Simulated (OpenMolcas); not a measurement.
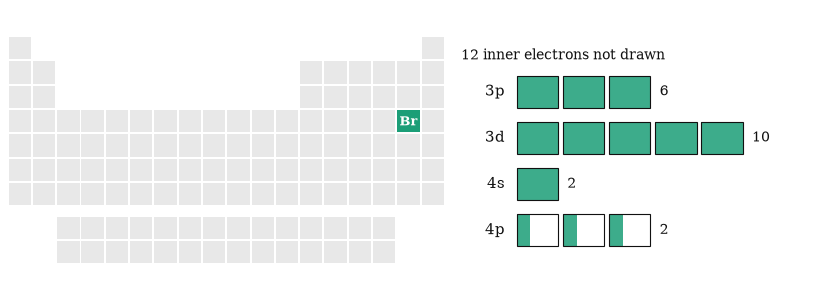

Left, the place of bromine in the periodic table; right, the outer shells of the leading configuration of the lowest level: a box for each of the 2l + 1 orbitals, shaded by the share of the shell that is filled, with the electron count at the right.

**Multiconfigurational calculation for Br³⁺ (part 1 of 2)**

System: Br³⁺.
Method: state-averaged RASSCF, active space 2 electrons in the shells 4p 4d 5s; RAS3 4d 5s with at most 1 electron, basis ANO-R3, X2C scalar Hamiltonian, spin-orbit coupling by RASSI with atomic mean-field integrals (OpenMolcas).

### The input
```
&GATEWAY
Coord
1

Br 0.0 0.0 0.0
Basis=ANO-R3
Group=XYZ
NoMove
AngMom=0.0 0.0 0.0
AMFI
&SEWARD
&RASSCF
FileOrb=start.orb
Symmetry=1
Spin=3
nActEl=2 0 1
Inactive=9 6
Ras2=0 3
Ras3=6 0
CIRoot=3 3 1
SDav=3
CIMx=300
Iter=120 100
PrWF=0.3
OrbListing=Nothing
MaxOrb=0
Thrs=2.0e-7 1.0e-1 5.0e-4
Atom
>>> COPY $Project.JobIph JOB001
&RASSCF
FileOrb=start.orb
Symmetry=1
Spin=1
nActEl=2 0 1
Inactive=9 6
Ras2=0 3
Ras3=6 0
CIRoot=6 6 1
SDav=6
CIMx=300
Iter=120 100
PrWF=0.3
OrbListing=Nothing
MaxOrb=0
Thrs=2.0e-7 1.0e-1 5.0e-4
Atom
>>> COPY $Project.JobIph JOB002
&RASSCF
FileOrb=start.orb
Symmetry=2
Spin=3
nActEl=2 0 1
Inactive=9 6
Ras2=0 3
Ras3=6 0
CIRoot=18 18 1
SDav=18
CIMx=300
Iter=120 100
PrWF=0.3
OrbListing=Nothing
MaxOrb=0
Thrs=2.0e-7 1.0e-1 5.0e-4
Atom
>>> COPY $Project.JobIph JOB003
&RASSCF
FileOrb=start.orb
Symmetry=2
Spin=1
nActEl=2 0 1
Inactive=9 6
Ras2=0 3
Ras3=6 0
CIRoot=18 18 1
SDav=18
CIMx=300
Iter=120 100
PrWF=0.3
OrbListing=Nothing
MaxOrb=0
Thrs=2.0e-7 1.0e-1 5.0e-4
Atom
>>> COPY $Project.JobIph JOB004
&RASSI
NrOfJobIphs=4 3 6 18 18
1 2 3
1 2 3 4 5 6
1 2 3 4 5 6 7 8 9 10 11 12 13 14 15 16 17 18
1 2 3 4 5 6 7 8 9 10 11 12 13 14 15 16 17 18
IphNames
JOB001
JOB002
JOB003
JOB004
EJob
SpinOrbit
DIPRint=1.0
SOCoupling=1000.0
Subsets=2
MEES
Property=10
'ANGMOM' 1 'ANGMOM' 2 'ANGMOM' 3 'MLTPL  1' 1 'MLTPL  1' 2 'MLTPL  1' 3
'AMFI' 1 'AMFI' 2 'AMFI' 3 'MLTPL  2' 6
SOProperty=3
'ANGMOM' 1 'ANGMOM' 2 'ANGMOM' 3
```

The file start.orb holds starting orbitals from an earlier step. A driver script formed the levels outside the program, from RASSI's spin-orbit matrix and the active-space energies, averaged over the components of each term or state.

### The program's output (extracts)
```
--- SEWARD ---
Basis set label: BR.ANO-R...7S6P5D4F2G.

      Electronic valence basis set:
      ------------------
      Associated Effective Charge  35.000000 au
      Associated Actual Charge     35.000000 au
      Nuclear Model: Finite nucleus - Gaussian distribution
        Gaussian exponent, Xi/bohr**(-2):  2.43055E+08

      Shell  nPrim  nBasis  Cartesian Spherical Contaminant
         s      21       7        X
         p      15       6        X
         d       9       5                 X
         f       7       4                 X
         g       5       2                 X
                  Relativistic X2C integrals
                  Atomic mean-field integrals
--- RASSCF ---
Wave function specifications:
      -----------------------------

      Number of closed shell electrons          30
      Number of electrons in active shells       2
      Max number of holes in RAS1 space          0
      Max nr of electrons in RAS3 space          1
      Number of inactive orbitals               15
      Number of active orbitals                  9
      Number of secondary orbitals              72
      Spin quantum number                      1.0
      State symmetry                             1
Orbital specifications:
      -----------------------

      Symmetry species                           1   2
                                                ag  au
      Frozen orbitals                            0   0
      Inactive orbitals                          9   6
      Active orbitals                            6   3
      RAS1 orbitals                              0   0
      RAS2 orbitals                              0   3
      RAS3 orbitals                              6   0
      Secondary orbitals                        35  37
      Deleted orbitals                           0   0
      Number of basis functions                 50  46
      Number of CSFs                             3
      Number of root(s) required                 3
      Iter CI   SX   CI       RASSCF       Energy    max ROT     max BLB   max BLB  Level Ln srch  Step   QN
          iter iter root      energy       change     param      element    value   shift minimum  type update
 Nr of preliminary CI iterations:   1
 ###############################################################################
 ###############################################################################
 ###                                                                         ###
 ###                                                                         ###
 ###    WARNING: Problems in orbital optimization.                           ###
 ###                                                                         ###
 ###                                                                         ###
 ###############################################################################
 ###############################################################################
  Warning: In symmetry  1, orbital p=  10 has diagonal density matrix element D(p,p) close to zero. D(p,p)=  0.000000E+00
  Warning: In symmetry  1, orbital p=  11 has diagonal density matrix element D(p,p) close to zero. D(p,p)=  0.000000E+00
        ...
  Warning: In symmetry  1, orbital p=  13 has diagonal density matrix element D(p,p) close to zero. D(p,p)=  0.000000E+00
  Warning: In symmetry  1, orbital p=  14 has diagonal density matrix element D(p,p) close to zero. D(p,p)=  0.000000E+00
  Warning: In symmetry  1, orbital p=  15 has diagonal density matrix element D(p,p) close to zero. D(p,p)=  0.000000E+00
        4   1    2    0  -602.08372572   -3.64E-12   6.59E-08    9  16 1 -1.52E-07   0.50   0.00    SX    NO
      Convergence after  4 iterations
        5   1    2    0  -602.08372572    9.09E-13   6.59E-08    9  16 1 -8.68E-08   0.50   0.00    SX    NO
      Natural orbitals and occupation numbers for root  1
      sym 1:   0.000000   0.000000   0.000000   0.000000   0.000000   0.000000
      sym 2:   1.000000   1.000000   0.000000
      Natural orbitals and occupation numbers for root  2
      sym 1:   0.000000   0.000000   0.000000   0.000000   0.000000   0.000000
      sym 2:   0.000000   1.000000   1.000000
      Natural orbitals and occupation numbers for root  3
      sym 1:   0.000000   0.000000   0.000000   0.000000   0.000000   0.000000
      sym 2:   1.000000   0.000000   1.000000
::    RASSCF root number  1 Total energy:  -2602.08372572
::    RASSCF root number  2 Total energy:  -2602.08372572
::    RASSCF root number  3 Total energy:  -2602.08372572
--- RASSCF ---
Wave function specifications:
      -----------------------------

      Number of closed shell electrons          30
      Number of electrons in active shells       2
      Max number of holes in RAS1 space          0
      Max nr of electrons in RAS3 space          1
      Number of inactive orbitals               15
      Number of active orbitals                  9
      Number of secondary orbitals              72
      Spin quantum number                      0.0
      State symmetry                             1
Orbital specifications:
      -----------------------

      Symmetry species                           1   2
                                                ag  au
      Frozen orbitals                            0   0
      Inactive orbitals                          9   6
      Active orbitals                            6   3
      RAS1 orbitals                              0   0
      RAS2 orbitals                              0   3
      RAS3 orbitals                              6   0
      Secondary orbitals                        35  37
      Deleted orbitals                           0   0
      Number of basis functions                 50  46
      Number of CSFs                             6
      Number of root(s) required                 6
      Iter CI   SX   CI       RASSCF       Energy    max ROT     max BLB   max BLB  Level Ln srch  Step   QN
          iter iter root      energy       change     param      element    value   shift minimum  type update
 Nr of preliminary CI iterations:   1
 ###############################################################################
 ###############################################################################
 ###                                                                         ###
 ###                                                                         ###
 ###    WARNING: Problems in orbital optimization.                           ###
 ###                                                                         ###
 ###                                                                         ###
 ###############################################################################
 ###############################################################################
  Warning: In symmetry  1, orbital p=  10 has diagonal density matrix element D(p,p) close to zero. D(p,p)=  0.000000E+00
  Warning: In symmetry  1, orbital p=  11 has diagonal density matrix element D(p,p) close to zero. D(p,p)=  0.000000E+00
        ...
  Warning: In symmetry  1, orbital p=  13 has diagonal density matrix element D(p,p) close to zero. D(p,p)=  0.000000E+00
  Warning: In symmetry  1, orbital p=  14 has diagonal density matrix element D(p,p) close to zero. D(p,p)=  0.000000E+00
  Warning: In symmetry  1, orbital p=  15 has diagonal density matrix element D(p,p) close to zero. D(p,p)=  0.000000E+00
        6   1    6    0  -602.00286558   -5.80E-08   1.61E-05    8  20 1 -7.62E-05   0.50   0.85    QN   YES
      Convergence after  6 iterations
        7   1    6    0  -602.00286559   -3.47E-09   1.61E-05    8  20 1  9.31E-06   0.50   0.85    QN   YES
      Natural orbitals and occupation numbers for root  1
      sym 1:   0.000000   0.000000   0.000000   0.000000   0.000000   0.000000
      sym 2:   1.024903   0.000636   0.974461
      Natural orbitals and occupation numbers for root  2
      sym 1:   0.000000   0.000000   0.000000   0.000000   0.000000   0.000000
      sym 2:   1.034527   0.964237   0.001236
      Natural orbitals and occupation numbers for root  3
      sym 1:   0.000000   0.000000   0.000000   0.000000   0.000000   0.000000
      sym 2:   0.026911   1.148927   0.824162
::    RASSCF root number  1 Total energy:  -2602.01894248
::    RASSCF root number  2 Total energy:  -2602.01894248
::    RASSCF root number  3 Total energy:  -2602.01894248
::    RASSCF root number  4 Total energy:  -2602.01894248
::    RASSCF root number  5 Total energy:  -2602.01894248
::    RASSCF root number  6 Total energy:  -2601.92248115
--- RASSCF ---
Wave function specifications:
      -----------------------------

      Number of closed shell electrons          30
      Number of electrons in active shells       2
      Max number of holes in RAS1 space          0
      Max nr of electrons in RAS3 space          1
      Number of inactive orbitals               15
      Number of active orbitals                  9
      Number of secondary orbitals              72
      Spin quantum number                      1.0
      State symmetry                             2
Orbital specifications:
      -----------------------

      Symmetry species                           1   2
                                                ag  au
      Frozen orbitals                            0   0
      Inactive orbitals                          9   6
      Active orbitals                            6   3
      RAS1 orbitals                              0   0
      RAS2 orbitals                              0   3
      RAS3 orbitals                              6   0
      Secondary orbitals                        35  37
      Deleted orbitals                           0   0
      Number of basis functions                 50  46
      Number of CSFs                            18
      Number of root(s) required                18
      Iter CI   SX   CI       RASSCF       Energy    max ROT     max BLB   max BLB  Level Ln srch  Step   QN
          iter iter root      energy       change     param      element    value   shift minimum  type update
 Nr of preliminary CI iterations:   1
      Total energies have been shifted. Add                -2000.00 au
        1   1    3    0  -601.30467386    0.00E+00  -4.87E-07    9  15 1  1.43E-06   0.00   0.00    SX    NO
        2   1    2    0  -601.30467386   -5.00E-12   8.82E-08    8  20 1  4.52E-07   0.00   0.00    SX    NO
        3   1    2    0  -601.30467386    2.73E-12   2.29E-08    8  20 1 -3.03E-07   0.00   0.00    SX    NO
        4   1    2    0  -601.30467386   -4.09E-12  -2.60E-08    8  20 1  1.57E-07   0.00   0.00    SX    NO
      Convergence after  4 iterations
        5   1    2    0  -601.30467386    2.73E-12  -2.60E-08    8  20 1 -9.67E-08   0.00   0.00    SX    NO
      Natural orbitals and occupation numbers for root  1
      sym 1:  -0.000000   0.104068   0.000000   0.574846   0.321086   0.000000
      sym 2:   0.574846   0.321086   0.104068
      Natural orbitals and occupation numbers for root  2
      sym 1:   0.427512   0.052681  -0.000000  -0.000000   0.519807   0.000000
      sym 2:   0.052681   0.427512   0.519807
      Natural orbitals and occupation numbers for root  3
      sym 1:  -0.000000   0.038354   0.500648  -0.000000   0.460998   0.000000
      sym 2:   0.500648   0.460998   0.038354
::    RASSCF root number  1 Total energy:  -2601.36293900
::    RASSCF root number  2 Total energy:  -2601.36293900
::    RASSCF root number  3 Total energy:  -2601.36293900
::    RASSCF root number  4 Total energy:  -2601.36293900
::    RASSCF root number  5 Total energy:  -2601.36293900
::    RASSCF root number  6 Total energy:  -2601.36293900
::    RASSCF root number  7 Total energy:  -2601.36293900
::    RASSCF root number  8 Total energy:  -2601.28157229
::    RASSCF root number  9 Total energy:  -2601.28157229
::    RASSCF root number 10 Total energy:  -2601.28157229
::    RASSCF root number 11 Total energy:  -2601.26887714
::    RASSCF root number 12 Total energy:  -2601.26887714
::    RASSCF root number 13 Total energy:  -2601.26887714
::    RASSCF root number 14 Total energy:  -2601.26887714
::    RASSCF root number 15 Total energy:  -2601.26887714
::    RASSCF root number 16 Total energy:  -2601.25148460
::    RASSCF root number 17 Total energy:  -2601.25148460
::    RASSCF root number 18 Total energy:  -2601.25148460
--- RASSCF ---
Wave function specifications:
      -----------------------------

      Number of closed shell electrons          30
      Number of electrons in active shells       2
      Max number of holes in RAS1 space          0
      Max nr of electrons in RAS3 space          1
      Number of inactive orbitals               15
      Number of active orbitals                  9
      Number of secondary orbitals              72
      Spin quantum number                      0.0
      State symmetry                             2
Orbital specifications:
      -----------------------

      Symmetry species                           1   2
                                                ag  au
      Frozen orbitals                            0   0
      Inactive orbitals                          9   6
      Active orbitals                            6   3
      RAS1 orbitals                              0   0
      RAS2 orbitals                              0   3
      RAS3 orbitals                              6   0
      Secondary orbitals                        35  37
      Deleted orbitals                           0   0
      Number of basis functions                 50  46
      Number of CSFs                            18
      Number of root(s) required                18
      Iter CI   SX   CI       RASSCF       Energy    max ROT     max BLB   max BLB  Level Ln srch  Step   QN
          iter iter root      energy       change     param      element    value   shift minimum  type update
 Nr of preliminary CI iterations:   1
      Total energies have been shifted. Add                -2000.00 au
        1   1   12    0  -601.21557252    0.00E+00  -3.93E-02   14  27 1 -7.20E-03*  0.00   0.00    SX    NO
        2   1   13    0  -601.21782633   -2.25E-03*  3.66E-03    9  16 1 -3.10E-03*  0.00   0.00    SX    NO
        3   1   12    0  -601.21787461   -4.83E-05*  5.53E-04    5  22 1 -1.33E-03*  0.00   0.00    SX    NO
        4   1   10    0  -601.21787626   -1.65E-06*  1.45E-04    5  22 1  7.72E-04*  0.00   0.00    SX    NO
        5   1   10    0  -601.21787645   -1.95E-07   3.77E-05    5  22 1 -4.85E-04   0.00   0.64    QN   YES
      Convergence after  5 iterations
        6   1   10    0  -601.21787655   -9.45E-08   3.77E-05    9  15 1  1.20E-05   0.00   0.64    QN   YES
      Natural orbitals and occupation numbers for root  1
      sym 1:   0.223445  -0.000000  -0.000000   0.115740   0.660815   0.000000
      sym 2:   0.660815   0.115740   0.223445
      Natural orbitals and occupation numbers for root  2
      sym 1:   0.264589   0.000000   0.650175   0.000000   0.085236   0.000000
      sym 2:   0.085236   0.650175   0.264589
      Natural orbitals and occupation numbers for root  3
      sym 1:   0.100559   0.000000   0.000000   0.656349   0.243092   0.000000
      sym 2:   0.100559   0.243092   0.656349
::    RASSCF root number  1 Total energy:  -2601.34590252
::    RASSCF root number  2 Total energy:  -2601.34590252
::    RASSCF root number  3 Total energy:  -2601.34590252
::    RASSCF root number  4 Total energy:  -2601.34590252
::    RASSCF root number  5 Total energy:  -2601.34590252
::    RASSCF root number  6 Total energy:  -2601.23726315
::    RASSCF root number  7 Total energy:  -2601.23726315
::    RASSCF root number  8 Total energy:  -2601.23726315
::    RASSCF root number  9 Total energy:  -2601.15643775
::    RASSCF root number 10 Total energy:  -2601.15643775
::    RASSCF root number 11 Total energy:  -2601.15643775
::    RASSCF root number 12 Total energy:  -2601.14445179
::    RASSCF root number 13 Total energy:  -2601.14445179
::    RASSCF root number 14 Total energy:  -2601.14445179
::    RASSCF root number 15 Total energy:  -2601.14445179
::    RASSCF root number 16 Total energy:  -2601.14445179
::    RASSCF root number 17 Total energy:  -2601.14445179
::    RASSCF root number 18 Total energy:  -2601.14445179
```

(Continued in part 2.) Outcome of the run: converged.
